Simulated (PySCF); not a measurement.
Geometry relaxation of C₃H₇AlFN (part 2 of 2)

The same run, continued: C₃H₇AlFN; PBE0-D3(BJ)/def2-SVP geometry optimisation, gas phase (PySCF 2.14.0). 

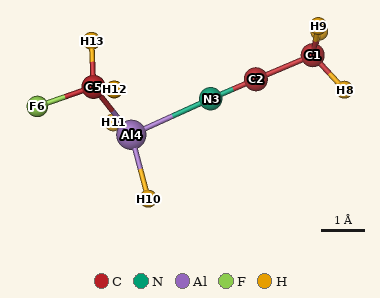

The geometry at step 16 of the log (ball-and-stick view, seen at a tilt; atoms are numbered from 1 in the order of the input).

**Trajectory as extended XYZ, continued**
```
13
Properties=species:S:1:pos:R:3:forces:R:3 step=12 energy=-14009.22860
C     2.9682    0.0821   -0.1969    0.0782  -0.0070  -0.0333
C     1.5591   -0.1905   -0.3654   -0.0354  -0.0103   0.0361
N     0.4362   -0.4130   -0.4966    0.0959   0.0064  -0.0387
Al   -1.5360   -0.7931   -0.8089   -0.0037  -0.0233  -0.0154
C    -2.3315    0.7291    0.2195   -0.0701  -0.0456  -0.0468
F    -3.7216    0.5759    0.1186    0.0000   0.0352   0.0178
H     3.3924    0.4484   -1.1461   -0.0393  -0.0178   0.0836
H     3.4916   -0.8421    0.0970   -0.0407   0.0752  -0.0054
H     3.1096    0.8458    0.5840    0.0017  -0.0470  -0.0441
H    -1.6529   -2.2476   -0.1461    0.0074   0.0144   0.0029
H    -1.5655   -0.6796   -2.4085   -0.0063   0.0025   0.0181
H    -2.0698    0.7368    1.2955    0.0031   0.0245  -0.0073
H    -2.0738    1.7306   -0.1771    0.0092  -0.0071   0.0326
13
Properties=species:S:1:pos:R:3:forces:R:3 step=13 energy=-14009.23051
C     2.9640    0.0882   -0.1835    0.0188  -0.0012  -0.0126
C     1.5567   -0.1856   -0.3683   -0.0119   0.0026   0.0173
N     0.4360   -0.4072   -0.5169    0.0268  -0.0014  -0.0231
Al   -1.5416   -0.8029   -0.8249    0.0004   0.0108   0.0293
C    -2.3341    0.7218    0.2115   -0.0163  -0.0224  -0.0372
F    -3.7273    0.6005    0.1419    0.0220   0.0064   0.0091
H     3.3972    0.4551   -1.1264   -0.0130  -0.0075   0.0309
H     3.4843   -0.8333    0.1183   -0.0140   0.0271  -0.0008
H     3.0957    0.8520    0.5972    0.0011  -0.0195  -0.0154
H    -1.6348   -2.2551   -0.1540    0.0034   0.0072   0.0014
H    -1.5810   -0.6980   -2.4231   -0.0035   0.0063  -0.0011
H    -2.0462    0.7271    1.2813   -0.0157   0.0008  -0.0042
H    -2.0628    1.7203   -0.1844    0.0020  -0.0093   0.0064
13
Properties=species:S:1:pos:R:3:forces:R:3 step=14 energy=-14009.23076
C     2.9676    0.0889   -0.1776   -0.0079   0.0010  -0.0017
C     1.5604   -0.1805   -0.3684    0.0021   0.0040   0.0072
N     0.4403   -0.3993   -0.5245   -0.0170  -0.0032  -0.0124
Al   -1.5404   -0.8010   -0.8288    0.0274   0.0049   0.0201
C    -2.3414    0.7173    0.2074   -0.0129  -0.0050  -0.0069
F    -3.7336    0.5907    0.1378    0.0029  -0.0003  -0.0063
H     3.4076    0.4448   -1.1202    0.0031   0.0017  -0.0035
H     3.4816   -0.8305    0.1370    0.0023  -0.0046   0.0043
H     3.0984    0.8592    0.5958    0.0003   0.0025   0.0058
H    -1.6208   -2.2523   -0.1554    0.0001  -0.0010  -0.0001
H    -1.5832   -0.6950   -2.4264   -0.0045   0.0023  -0.0044
H    -2.0564    0.7231    1.2779   -0.0006  -0.0015  -0.0015
H    -2.0741    1.7176   -0.1858    0.0046  -0.0009  -0.0005
13
Properties=species:S:1:pos:R:3:forces:R:3 step=15 energy=-14009.23085
C     2.9692    0.0913   -0.1711   -0.0151   0.0018   0.0047
C     1.5622   -0.1753   -0.3662    0.0058   0.0023   0.0010
N     0.4428   -0.3935   -0.5272   -0.0261  -0.0022  -0.0030
Al   -1.5365   -0.8012   -0.8308    0.0246   0.0013   0.0043
C    -2.3469    0.7133    0.2020   -0.0134   0.0032   0.0059
F    -3.7385    0.5827    0.1265    0.0043  -0.0032  -0.0096
H     3.4136    0.4420   -1.1129    0.0095   0.0060  -0.0171
H     3.4792   -0.8279    0.1495    0.0087  -0.0168   0.0063
H     3.0995    0.8639    0.5996   -0.0008   0.0116   0.0130
H    -1.6106   -2.2524   -0.1566    0.0004  -0.0036   0.0001
H    -1.5801   -0.6946   -2.4285   -0.0038  -0.0013  -0.0029
H    -2.0669    0.7200    1.2737    0.0008  -0.0017   0.0008
H    -2.0810    1.7146   -0.1895    0.0053   0.0026  -0.0036
13
Properties=species:S:1:pos:R:3:forces:R:3 step=16 energy=-14009.23086
C     2.9728    0.1007   -0.1487   -0.0163   0.0028   0.0161
C     1.5669   -0.1606   -0.3568    0.0100  -0.0037  -0.0148
N     0.4495   -0.3785   -0.5312   -0.0276   0.0022   0.0204
Al   -1.5230   -0.8039   -0.8370    0.0048  -0.0038  -0.0288
C    -2.3624    0.7016    0.1833   -0.0018   0.0166   0.0290
F    -3.7508    0.5581    0.0835   -0.0001  -0.0073  -0.0138
H     3.4291    0.4418   -1.0880    0.0136   0.0089  -0.0260
H     3.4737   -0.8187    0.1846    0.0127  -0.0239   0.0055
H     3.0998    0.8775    0.6179   -0.0031   0.0204   0.0167
H    -1.5822   -2.2546   -0.1605    0.0019  -0.0064   0.0003
H    -1.5666   -0.6971   -2.4352   -0.0012  -0.0096   0.0013
H    -2.1018    0.7112    1.2599    0.0023  -0.0021   0.0017
H    -2.0989    1.7054   -0.2030    0.0049   0.0060  -0.0075
13
Properties=species:S:1:pos:R:3:forces:R:3 step=17 energy=-14009.23082
C     2.9723    0.1113   -0.1272   -0.0086   0.0024   0.0181
C     1.5684   -0.1503   -0.3475    0.0085  -0.0052  -0.0221
N     0.4531   -0.3700   -0.5327   -0.0111   0.0036   0.0315
Al   -1.5123   -0.8093   -0.8446   -0.0171  -0.0052  -0.0397
C    -2.3708    0.6920    0.1659    0.0138   0.0193   0.0305
F    -3.7567    0.5429    0.0457   -0.0054  -0.0073  -0.0105
H     3.4375    0.4501   -1.0633    0.0091   0.0069  -0.0165
H     3.4695   -0.8081    0.2127    0.0089  -0.0148   0.0023
H     3.0927    0.8896    0.6393   -0.0039   0.0155   0.0096
H    -1.5629   -2.2594   -0.1657    0.0029  -0.0052   0.0003
H    -1.5541   -0.7054   -2.4432    0.0013  -0.0117   0.0029
H    -2.1256    0.7028    1.2461    0.0000  -0.0028   0.0007
H    -2.1052    1.6968   -0.2166    0.0017   0.0045  -0.0072
13
Properties=species:S:1:pos:R:3:forces:R:3 step=18 energy=-14009.23100
C     2.9705    0.1132   -0.1254   -0.0022   0.0003   0.0127
C     1.5673   -0.1515   -0.3472    0.0025  -0.0021  -0.0176
N     0.4521   -0.3724   -0.5323    0.0009   0.0011   0.0258
Al   -1.5130   -0.8111   -0.8465   -0.0162  -0.0026  -0.0291
C    -2.3679    0.6920    0.1654    0.0144   0.0109   0.0179
F    -3.7541    0.5447    0.0445   -0.0027  -0.0026  -0.0059
H     3.4362    0.4527   -1.0615    0.0035   0.0045  -0.0052
H     3.4696   -0.8054    0.2150    0.0040  -0.0054   0.0010
H     3.0880    0.8922    0.6413   -0.0035   0.0082   0.0028
H    -1.5656   -2.2615   -0.1678    0.0026  -0.0024   0.0000
H    -1.5543   -0.7082   -2.4450    0.0013  -0.0090   0.0024
H    -2.1224    0.7018    1.2455   -0.0030  -0.0024  -0.0005
H    -2.1003    1.6964   -0.2173   -0.0018   0.0015  -0.0043
13
Properties=species:S:1:pos:R:3:forces:R:3 step=19 energy=-14009.23117
C     2.9682    0.1158   -0.1233    0.0025  -0.0035   0.0071
C     1.5661   -0.1535   -0.3467   -0.0002   0.0025  -0.0109
N     0.4511   -0.3763   -0.5312    0.0068  -0.0027   0.0169
Al   -1.5141   -0.8137   -0.8489   -0.0132   0.0006  -0.0162
C    -2.3641    0.6918    0.1646    0.0128   0.0044   0.0067
F    -3.7507    0.5482    0.0434   -0.0035  -0.0007  -0.0029
H     3.4342    0.4563   -1.0592   -0.0010   0.0031   0.0040
H     3.4701   -0.8011    0.2180    0.0000   0.0024   0.0000
H     3.0818    0.8958    0.6433   -0.0025   0.0029  -0.0025
H    -1.5701   -2.2644   -0.1707    0.0024  -0.0002   0.0001
H    -1.5542   -0.7118   -2.4473    0.0016  -0.0056   0.0010
H    -2.1185    0.7001    1.2447   -0.0033  -0.0025  -0.0010
H    -2.0938    1.6957   -0.2178   -0.0023  -0.0007  -0.0024
```

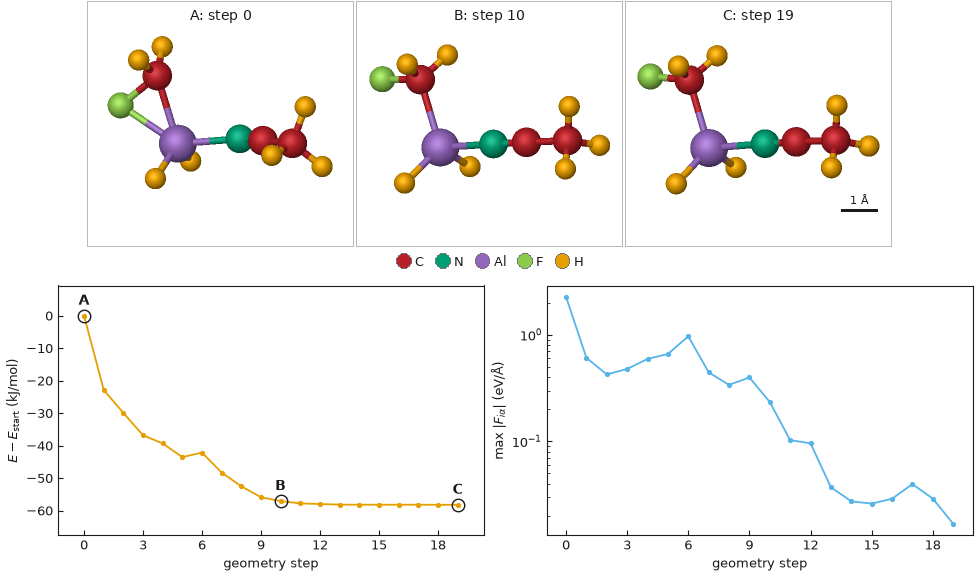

Frames of the relaxation (ball-and-stick view, seen at a tilt) above the curves, on which the letters mark them (steps are counted from 0).

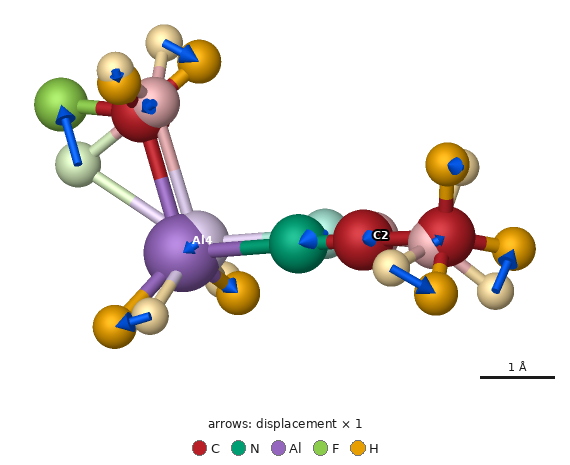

Start (faint) and end (solid) with the displacements as blue arrows, at true length (ball-and-stick view, seen at a tilt). The two geometries are laid on each other by the best rigid fit. Over 19 geometry steps the energy falls by 58.2 kJ/mol. The largest force component goes from 2.3 to 0.017 eV/Å. F6 moves most after the best rigid fit: 0.95 Å. Largest moves by element: F 0.95 Å, H 0.74 Å, N 0.61 Å, C 0.29 Å, Al 0.23 Å. Distances before and after: Al4–F6 1.994 → 2.767 Å, N3–Al4 1.954 → 2.038 Å, C5–F6 1.478 → 1.399 Å, Al4–H11 1.548 → 1.602 Å. Bonds break: Al4–F6 (1.99 → 2.77 Å). Among the angles that change: Al4–C5–F6 67.5° → 107.4°, C2–N3–Al4 149.5° → 178.7°, Al4–C5–H12 126.3° → 113.9°. (Atoms are counted from 1 in the order of the input.)

The run was set up as follows.

**Input**
```
{"job": {"xc": "PBE0", "basis": "def2-SVP", "d3": "d3bj", "grid": 1, "shake": 0.01, "kind": "geom"}, "charge": 0, "multiplicity": 1}
C      2.883560    -0.046560    -0.122730
C      1.517400    -0.015060    -0.611990
N      0.428690     0.008140    -1.019860
Al    -1.425840    -0.597220    -0.906290
C     -2.130830     0.820880     0.344830
F     -3.159880    -0.175740    -0.017720
H      3.559400    -0.244570    -0.943280
H      2.973260    -0.780580     0.638460
H      3.104150     0.957840     0.318310
H     -1.129180    -1.979880    -0.233510
H     -1.883670    -0.534410    -2.383500
H     -2.114220     0.785360     1.455580
H     -2.617020     1.784900     0.050410
```

The first line tells a small driver script what to run in PySCF; the rest is the geometry in Å.

Command:
```bash
OMP_NUM_THREADS=1 python <driver script> task.json out
```

**Summary**

```json
{"quantity": "outcome", "value": "converged"}
{"quantity": "total energy", "value": "−514.829754 hartree"}
{"quantity": "dipole moment", "value": "10.16 D"}
{"quantity": "point group", "value": "C1"}
{"quantity": "hardware", "value": "1 CPU thread, shared host"}
{"quantity": "wall time", "value": "1.9 min"}
{"quantity": "peak memory", "value": "0.51 GiB"}
```
